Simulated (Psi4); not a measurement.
# HSE06/def2-SVP run of SClO2F (sulfuryl chloride fluoride)

Aim: the vertical singlet–triplet gap of SClO2F (sulfuryl chloride fluoride) at HSE06/def2-SVP, from 2 runs. 

Program for the calculation: Psi4 1.11.

2 further runs of the same task are left out: 2 set aside as unsound or not needed.

### 1 Starting point

The species is SClO2F (5 atoms), meant as a singlet with charge 0. As SMILES, `O=S(=O)(F)Cl`. The coordinates come from a PBE0-D4/def2-TZVP relaxation.

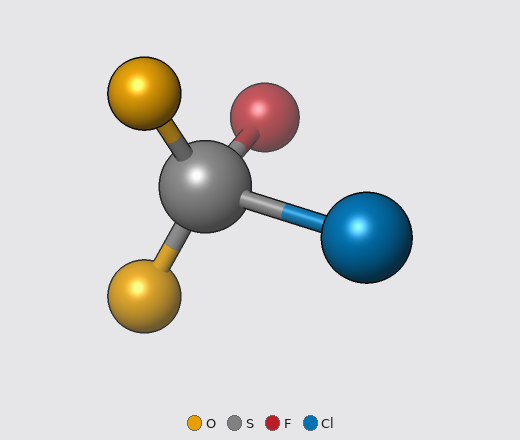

Viewed from a chosen angle; oxygen amber, sulfur grey, fluorine red, chlorine blue.

### 2 Energy and gradient at HSE06/def2-SVP

Input file input.in:

```
memory 2200 MB

molecule {
  0 1
  O     -0.123540    -0.162690     1.503010
  S      0.100210    -0.145140     0.111160
  O      1.158000    -0.828940    -0.522160
  F     -1.214690    -0.608760    -0.568390
  Cl     0.080010     1.745540    -0.523620
  symmetry c1
}

set {
  basis def2-SVP
  puream true
  e_convergence 1e-09
  d_convergence 1e-08
  scf_type pk
  dft_radial_points 99
  dft_spherical_points 590
}

energy_value, wavefunction = gradient('hse06', return_wfn=True)
oeprop(wavefunction, 'MAYER_INDICES', 'DIPOLE', 'QUADRUPOLE')
print_variables()
```

On the command line:

```console
psi4 -i input.in -o input.out -n 1
```

input.out:

```text
[...]
  Running in c1 symmetry.
[...]
  Nuclear repulsion =  344.673643826859063
[...]
  Multiplicity = 1
[...]
  Nalpha       = 29
  Nbeta        = 29
[...]
    Number of basis functions: 78
[...]
   @RKS iter   1: -1107.35854201076791    8.34692e-01   1.13185e-02 DIIS/ADIIS
[...]
   @RKS iter  13: -1107.65078460236145    9.09495e-13   1.71605e-09 DIIS
[...]
    Orbital Energies [Eh]
    ---------------------
    Doubly Occupied:
       1A   -101.730539     2A    -89.313755     3A    -24.843190
       4A    -19.253614     5A    -19.253577     6A     -9.578479
       7A     -8.275457     8A     -7.318339     9A     -7.307448
      10A     -7.307089    11A     -6.216994    12A     -6.215220
      13A     -6.213662    14A     -1.327148    15A     -1.176813
      16A     -1.092978    17A     -0.920979    18A     -0.704091
      19A     -0.611165    20A     -0.566606    21A     -0.553054
      22A     -0.494754    23A     -0.484063    24A     -0.433300
      25A     -0.415455    26A     -0.403372    27A     -0.371137
      28A     -0.370887    29A     -0.348737
[...]
  @RKS Final Energy: -1107.65078460236145
   => Energetics <=
    Nuclear Repulsion Energy =            344.6736438268590632
    One-Electron Energy =               -2213.9088708033923467
    Two-Electron Energy =                 823.9339609461101190
    DFT Exchange-Correlation Energy =     -62.3495185719382619
    Empirical Dispersion Energy =           0.0000000000000000
    VV10 Nonlocal Energy =                  0.0000000000000000
    Total Energy =                      -1107.6507846023614547
[...]
  -Total Gradient:
     Atom            X                  Y                   Z
    ------   -----------------  -----------------  -----------------
       1        0.006157136164    -0.000376525488    -0.032792362821
       2       -0.005024326620    -0.008209907980    -0.000493115279
       3       -0.024733651283     0.015683986943     0.016014853264
       4        0.022834491739     0.007040067194     0.012134159571
       5        0.000768017095    -0.014116954834     0.005130744968
[...]
 Multipole Moments:
 ------------------------------------------------------------------------------------
     Multipole            Electronic (a.u.)      Nuclear  (a.u.)        Total (a.u.)
 ------------------------------------------------------------------------------------
 L = 1.  Multiply by 2.5417464519 to convert [e a0] to [Debye]
 Dipole X            :         -1.3057117            1.0720731           -0.2336386
 Dipole Y            :          1.0330960           -0.5844246            0.4486714
 Dipole Z            :         -1.1661555            0.8706793           -0.2954762
 Magnitude           :                                                    0.5858320
 L = 2.  Multiply by 1.3450342976 to convert [e a0^2] to [Debye ang]
 Quadrupole XX       :       -117.8317045           87.1428354          -30.6888691
 Quadrupole XY       :         -3.2664315            4.2898847            1.0234531
[...]
```

Wall time 73 s (1 thread of Intel Xeon at 2.50GHz (Skylake/Cascade Lake), shared host); peak memory 0.81 GiB.

### 3 The triplet

Input file job.json:

```json
{
  "schema_name": "qcschema_input",
  "schema_version": 1,
  "molecule": {
    "schema_name": "qcschema_molecule",
    "schema_version": 2,
    "symbols": ["O", "S", "O", "F", "Cl"],
    "geometry": [-0.23345677, -0.30743954, 2.84027726, 0.18936945, -0.27427485, 0.21006196, 2.18830285, -1.56646957, -0.98673939, -2.29543143, -1.15038968, -1.07410143, 0.15119699, 3.29859254, -0.98949839],
    "molecular_charge": 0,
    "molecular_multiplicity": 3,
    "fix_symmetry": "c1"
  },
  "driver": "gradient",
  "model": {
    "method": "hse06",
    "basis": "def2-SVP"
  },
  "keywords": {
    "reference": "uks",
    "puream": true,
    "e_convergence": 1e-09,
    "d_convergence": 1e-08,
    "scf_type": "pk",
    "dft_radial_points": 99,
    "dft_spherical_points": 590,
    "maxiter": 100,
    "scf_properties": ["LOWDIN_CHARGES", "MAYER_INDICES", "MULLIKEN_CHARGES"]
  }
}
```

On the command line:

```console
psi4 --qcschema job.json -n 1 --memory 2200MB
```

stdout (excerpt; [...] marks lines left out):

```text
[...]
  Running in c1 symmetry.
[...]
  Nuclear repulsion =  344.673644086620698
[...]
  Multiplicity = 3
[...]
  Nalpha       = 30
  Nbeta        = 28
[...]
    Number of basis functions: 78
[...]
   @UKS iter   1: -1107.12358033046803    1.06965e+00   1.12972e-02 DIIS/ADIIS
[...]
   @UKS iter  17: -1107.43949116494036   -1.86446e-11   9.24907e-09 DIIS
[...]
   @S^2 Observed:                2.007670186E+00
[...]
  @UKS Final Energy: -1107.43949116494036
   => Energetics <=
    Nuclear Repulsion Energy =            344.6736440866206976
    One-Electron Energy =               -2214.7802128546572931
    Two-Electron Energy =                 825.0690224669191366
    DFT Exchange-Correlation Energy =     -62.4019448638229193
    Empirical Dispersion Energy =           0.0000000000000000
    VV10 Nonlocal Energy =                  0.0000000000000000
    Total Energy =                      -1107.4394911649403639
[...]
 Multipole Moments:
 ------------------------------------------------------------------------------------
     Multipole            Electronic (a.u.)      Nuclear  (a.u.)        Total (a.u.)
 ------------------------------------------------------------------------------------
 L = 1.  Multiply by 2.5417464519 to convert [e a0] to [Debye]
 Dipole X            :         -1.1585487            1.0720731           -0.0864756
 Dipole Y            :          1.0720234           -0.5844246            0.4875988
 Dipole Z            :         -1.0858080            0.8706793           -0.2151288
 Magnitude           :                                                    0.5399176
[...]
  Mulliken Charges: (a.u.)
   Center  Symbol    Alpha    Beta     Spin     Total
       1     O     4.32248  4.00294  0.31954 -0.32543
       2     S     7.73213  7.37914  0.35299  0.88873
       3     O     4.32247  4.00296  0.31951 -0.32543
[...]
  -Total Gradient:
     Atom            X                  Y                   Z
    ------   -----------------  -----------------  -----------------
       1        0.011905055581     0.026303505176    -0.101618217217
       2        0.011494637286     0.041380787004    -0.006345055691
       3       -0.072407227630     0.070137912433     0.031611410781
       4        0.050953259268     0.037875941889     0.019782738751
       5       -0.001936240936    -0.175698504353     0.056575262300
[...]
```

The result, in JSON:

```text
{
 "driver": "gradient",
 "model": {
  "method": "hse06",
  "basis": "def2-SVP"
 },
 "success": true,
 "return_result": [0.011905055581280272, 0.02630350517608355, -0.10161821721724618, 0.011494637286199705, 0.041380787003758635, -0.006345055690611084, -0.0724072276299852, 0.07013791243345935, 0.03161141078095381, 0.05095325926819477, 0.037875941888660086, 0.019782738750752968, -0.001936240936378284, -0.17569850435252113, 0.05657526230025807],
 "properties": {
  "calcinfo_nbasis": 78,
  "calcinfo_nmo": 78,
  "calcinfo_nalpha": 30,
  "calcinfo_nbeta": 28,
  "calcinfo_natom": 5,
  "nuclear_repulsion_energy": 344.6736440866207,
  "return_energy": -1107.4394911649404,
  "return_gradient": [0.011905055581280272, 0.02630350517608355, -0.10161821721724618, 0.011494637286199705, 0.041380787003758635, -0.006345055690611084, -0.0724072276299852, 0.07013791243345935, 0.03161141078095381, 0.05095325926819477, 0.037875941888660086, 0.019782738750752968, -0.001936240936378284, -0.17569850435252113, 0.05657526230025807],
  "scf_one_electron_energy": -2214.7802128546573,
  "scf_two_electron_energy": 825.0690224669191,
  "scf_xc_energy": -62.40194486382292,
  "scf_dipole_moment": [-0.08647558756952378, 0.48759880395217725, -0.21512875024414724],
  "scf_total_energy": -1107.4394911649404,
  "scf_total_gradient": [0.011905055581280272, 0.02630350517608355, -0.10161821721724618, 0.011494637286199705, 0.041380787003758635, -0.006345055690611084, -0.0724072276299852, 0.07013791243345935, 0.03161141078095381, 0.05095325926819477, 0.037875941888660086, 0.019782738750752968, -0.001936240936378284, -0.17569850435252113, 0.05657526230025807],
  "scf_iterations": 17
 }
}
```

Wall time 1.8 min (1 thread of Intel Xeon at 2.50GHz (Skylake/Cascade Lake), shared host); peak memory 0.81 GiB.

### 4 Results

Level: HSE06/def2-SVP.

```
                                        quantity           value
                           singlet: total energy  -1107.65078 Eh
                          singlet: dipole moment          1.49 D
                            singlet: HOMO energy        -9.49 eV
                            singlet: LUMO energy        -2.17 eV
                          singlet: HOMO–LUMO gap         7.32 eV
               singlet: largest force on an atom      1.716 eV/Å
                           triplet: total energy  -1107.43949 Eh
                          triplet: dipole moment          1.37 D
     triplet: HOMO energy (highest over α and β)        -3.66 eV
                                   triplet: ⟨S²⟩           2.008
               triplet: largest force on an atom      9.492 eV/Å
vertical energy of the triplet above the singlet        5.750 eV
```

What this shows: At this shape the triplet lies 5.75 eV (555 kJ/mol) above the singlet. The largest force (singlet) is 1.72 eV/Å: the shape isn't a stationary point for this species at this level.
